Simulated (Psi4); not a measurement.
# HCl (hydrogen chloride): M06-2X/def2-TZVPPD

Aim: the vertical electron affinity of HCl (hydrogen chloride) at M06-2X/def2-TZVPPD, from 2 runs. Input form: a Python script.

Program for the calculation: Psi4 1.11.

1 further run of the same task is left out (it didn't finish).

## 1. The structure to begin with

The species is HCl (2 atoms), meant as a singlet with charge 0. SMILES: `Cl`. The shape is that of a PBE0-D4/def2-TZVP optimisation.

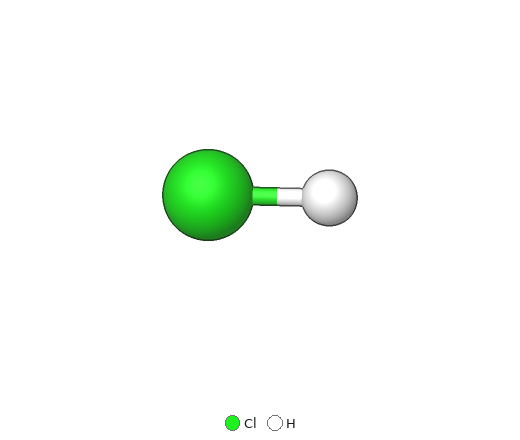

Viewed from a chosen angle; chlorine green, hydrogen white.

## 2. Energy and gradient at M06-2X/def2-TZVPPD

File clh.xyz:

```xyz
2
ClH
Cl     0.546000    -0.178500     0.280800
H     -0.546000     0.178500    -0.280800
```

File calc.py:

```python
import psi4

psi4.set_memory(1600000000)
psi4.set_num_threads(1)
psi4.set_output_file('run.log', False)

with open('clh.xyz') as f:
    atoms = ''.join(f.readlines()[2:])
mol = psi4.geometry('0 1\n' + atoms + 'symmetry c1\nno_reorient\nno_com')

psi4.set_options({
    'basis': 'def2-TZVPPD',
    'reference': 'rks',
    'puream': True,
    'e_convergence': 1e-09,
    'd_convergence': 1e-08,
    'scf_type': 'pk',
    'dft_radial_points': 99,
    'dft_spherical_points': 590,
})

energy_value, wavefunction = psi4.gradient("M06-2X", return_wfn=True)
psi4.oeprop(wavefunction, "QUADRUPOLE", "DIPOLE", "MAYER_INDICES", title="M06-2X")
print('gradient / Eh bohr^-1')
print(energy_value.np.round(6))
print(f'energy = {wavefunction.energy():.10f} Eh')
for k, v in sorted(psi4.core.scalar_variables().items()):
    print(f'{k:45s} {v:18.10f}')
```

Started as:

```
$ python calc.py
```

run.log:

```text
[...]
  Running in c1 symmetry.
[...]
  Nuclear repulsion =    7.034776949773978
[...]
  Multiplicity = 1
[...]
  Nalpha       = 9
  Nbeta        = 9
[...]
    Number of basis functions: 68
[...]
   @RKS iter   1:  -460.77785673659480   -1.14591e-01   3.93030e-03 ADIIS/DIIS
[...]
   @RKS iter   9:  -460.80030157862234   -2.84217e-13   2.61614e-09 DIIS
[...]
    Orbital Energies [Eh]
    ---------------------
    Doubly Occupied:
       1A   -102.652664     2A     -9.815930     3A     -7.537885
       4A     -7.532826     5A     -7.532826     6A     -0.942527
       7A     -0.538214     8A     -0.400576     9A     -0.400576
[...]
  @RKS Final Energy:  -460.80030157862234
   => Energetics <=
    Nuclear Repulsion Energy =              7.0347769497739776
    One-Electron Energy =                -650.0369751108894434
    Two-Electron Energy =                 195.7374245037217690
    DFT Exchange-Correlation Energy =     -13.5355279212286561
    Empirical Dispersion Energy =           0.0000000000000000
    VV10 Nonlocal Energy =                  0.0000000000000000
    Total Energy =                       -460.8003015786223386
[...]
  -Total Gradient:
     Atom            X                  Y                   Z
    ------   -----------------  -----------------  -----------------
       1        0.001203113826    -0.000393325672     0.000618744246
       2       -0.001176807415     0.000384725499    -0.000605215235
[...]
 Multipole Moments:
 ------------------------------------------------------------------------------------
     Multipole            Electronic (a.u.)      Nuclear  (a.u.)        Total (a.u.)
 ------------------------------------------------------------------------------------
 L = 1.  Multiply by 2.5417464519 to convert [e a0] to [Debye]
 Dipole X            :        -16.8835164           16.5086474           -0.3748690
 Dipole Y            :          5.5196111           -5.3970578            0.1225533
 Dipole Z            :         -8.6829513            8.4901615           -0.1927898
 Magnitude           :                                                    0.4389920
 L = 2.  Multiply by 1.3450342976 to convert [e a0^2] to [Debye ang]
 Quadrupole XX       :        -28.3462690           19.1626481           -9.1836208
 Quadrupole XY       :          5.8488163           -6.2647119           -0.4158955
[...]
```

Standard output:

```text
gradient / Eh bohr^-1
[[ 0.001203 -0.000393  0.000619]
 [-0.001177  0.000385 -0.000605]]
energy = -460.8003015786 Eh
CURRENT ENERGY                                   -460.8003015786
CURRENT REFERENCE ENERGY                         -460.8003015786
DD SOLVATION ENERGY                                 0.0000000000
DFT FUNCTIONAL TOTAL ENERGY                      -460.8003015786
DFT TOTAL ENERGY                                 -460.8003015786
DFT VV10 ENERGY                                     0.0000000000
DFT XC ENERGY                                     -13.5355279212
GRID ELECTRONS ALPHA                                9.0000000028
GRID ELECTRONS BETA                                 9.0000000028
GRID ELECTRONS TOTAL                               18.0000000055
NUCLEAR REPULSION ENERGY                            7.0347769498
ONE-ELECTRON ENERGY                              -650.0369751109
PCM POLARIZATION ENERGY                             0.0000000000
PE ENERGY                                           0.0000000000
SCF ITERATION ENERGY                             -460.8003015786
SCF ITERATIONS                                      9.0000000000
SCF TOTAL ENERGY                                 -460.8003015786
TWO-ELECTRON ENERGY                               195.7374245037
XC GRID RADIAL POINTS                              99.0000000000
XC GRID SPHERICAL POINTS                          590.0000000000
XC GRID TOTAL POINTS                           113692.0000000000
```

It took 10 s on 1 thread of Intel Xeon Platinum 8259CL at 2.50GHz (Skylake/Cascade Lake), shared host; peak memory 0.76 GiB.

## 3. The doublet anion at the same level

File calc.py:

```python
import psi4

psi4.set_memory(1600000000)
psi4.set_num_threads(1)
psi4.core.set_output_file('psi4.out', False)

mol = psi4.geometry("""
-1 2
Cl     0.546000    -0.178500     0.280800
H     -0.546000     0.178500    -0.280800
symmetry c1
no_reorient
no_com
""")

options = {'basis': 'def2-TZVPPD', 'reference': 'uks', 'puream': True, 'e_convergence': 1e-09, 'd_convergence': 1e-08, 'scf_type': 'pk', 'dft_radial_points': 99, 'dft_spherical_points': 590, 'maxiter': 100}
psi4.set_options(options)

E, wfn = psi4.gradient("m06-2x", return_wfn=True)
psi4.oeprop(wfn, "QUADRUPOLE", "MAYER_INDICES", "DIPOLE")
print('gradient / Eh bohr^-1')
print(E.np.round(6))
print(f'energy = {wfn.energy():.10f} Eh')
for k, v in sorted(psi4.core.scalar_variables().items()):
    print(f'{k:45s} {v:18.10f}')
```

Started as:

```
$ python calc.py
```

psi4.out:

```text
[...]
  Running in c1 symmetry.
[...]
  Nuclear repulsion =    7.034776949773978
[...]
  Multiplicity = 2
[...]
  Nalpha       = 10
  Nbeta        = 9
[...]
    Number of basis functions: 68
[...]
   @UKS iter   1:  -460.66759044206219   -4.32462e-03   5.30582e-03 DIIS/ADIIS
[...]
   @UKS iter  20:  -460.74613690169451   -7.04858e-12   1.41444e-09 DIIS
[...]
   @S^2 Observed:                7.506070512E-01
[...]
    Orbital Energies [Eh]
    ---------------------
    Alpha Occupied:
       1A   -102.440112     2A     -9.605197     3A     -7.326700
       4A     -7.321809     5A     -7.321809     6A     -0.737757
       7A     -0.330716     8A     -0.199658     9A     -0.199658
      10A      0.089769
    Alpha Virtual:
      11A      0.181325    12A      0.188303    13A      0.188303
      14A      0.265314    15A      0.336927    16A      0.336927
      17A      0.370730    18A      0.370734    19A      0.407546
      20A      0.426856    21A      0.456447    22A      0.456447
      23A      0.611161    24A      0.710036    25A      0.710036
[...]
  @UKS Final Energy:  -460.74613690169451
   => Energetics <=
    Nuclear Repulsion Energy =              7.0347769497739776
    One-Electron Energy =                -653.7369344517005629
    Two-Electron Energy =                 199.5601172146010356
    DFT Exchange-Correlation Energy =     -13.6040966143690341
    Empirical Dispersion Energy =           0.0000000000000000
    VV10 Nonlocal Energy =                  0.0000000000000000
    Total Energy =                       -460.7461369016945127
[...]
  -Total Gradient:
     Atom            X                  Y                   Z
    ------   -----------------  -----------------  -----------------
       1       -0.038714145984     0.012656547879    -0.019910132710
       2        0.038725245855    -0.012660176659     0.019915841139
[...]
 Multipole Moments:
 ------------------------------------------------------------------------------------
     Multipole            Electronic (a.u.)      Nuclear  (a.u.)        Total (a.u.)
 ------------------------------------------------------------------------------------
 L = 1.  Multiply by 2.5417464519 to convert [e a0] to [Debye]
 Dipole X            :        -15.6223238           16.5086474            0.8863236
 Dipole Y            :          5.1072981           -5.3970578           -0.2897597
 Dipole Z            :         -8.0343378            8.4901615            0.4558237
 Magnitude           :                                                    1.0379333
 L = 2.  Multiply by 1.3450342976 to convert [e a0^2] to [Debye ang]
 Quadrupole XX       :        -40.0077493           19.1626481          -20.8451012
 Quadrupole XY       :          7.3453952           -6.2647119            1.0806833
[...]
```

The script printed:

```text
gradient / Eh bohr^-1
[[-0.038714  0.012657 -0.01991 ]
 [ 0.038725 -0.01266   0.019916]]
energy = -460.7461369017 Eh
CURRENT ENERGY                                   -460.7461369017
CURRENT REFERENCE ENERGY                         -460.7461369017
DD SOLVATION ENERGY                                 0.0000000000
DFT FUNCTIONAL TOTAL ENERGY                      -460.7461369017
DFT TOTAL ENERGY                                 -460.7461369017
DFT VV10 ENERGY                                     0.0000000000
DFT XC ENERGY                                     -13.6040966144
GRID ELECTRONS ALPHA                                9.9999999062
GRID ELECTRONS BETA                                 9.0000000136
GRID ELECTRONS TOTAL                               18.9999999197
NUCLEAR REPULSION ENERGY                            7.0347769498
ONE-ELECTRON ENERGY                              -653.7369344517
PCM POLARIZATION ENERGY                             0.0000000000
PE ENERGY                                           0.0000000000
SCF ITERATION ENERGY                             -460.7461369017
SCF ITERATIONS                                     20.0000000000
SCF TOTAL ENERGY                                 -460.7461369017
TWO-ELECTRON ENERGY                               199.5601172146
XC GRID RADIAL POINTS                              99.0000000000
XC GRID SPHERICAL POINTS                          590.0000000000
XC GRID TOTAL POINTS                           113692.0000000000
```

Wall time 21 s (1 thread of Intel Xeon Platinum 8259CL at 2.50GHz (Skylake/Cascade Lake), shared host); peak memory 0.76 GiB.

## 4. Outcome

Level: M06-2X/def2-TZVPPD.

```
                                         quantity          value
                        singlet HCl: total energy  -460.80030 Eh
                       singlet HCl: dipole moment         1.12 D
                         singlet HCl: HOMO energy      -10.90 eV
                         singlet HCl: LUMO energy        0.37 eV
                       singlet HCl: HOMO–LUMO gap       11.27 eV
            singlet HCl: largest force on an atom     0.072 eV/Å
                      doublet anion: total energy  -460.74614 Eh
doublet anion: HOMO energy (highest over α and β)        2.44 eV
 doublet anion: LUMO energy (lowest over α and β)        4.61 eV
                              doublet anion: ⟨S²⟩          0.751
          doublet anion: largest force on an atom     2.332 eV/Å
vertical electron affinity (to the doublet anion)      -1.474 eV
```

In words: The anion lies 1.47 eV (142 kJ/mol) above the neutral: the electron isn't bound at this level, and such a value depends on the basis. The HOMO (doublet anion) lies at positive energy, 2.44 eV; only total energies tell whether the electron is bound.
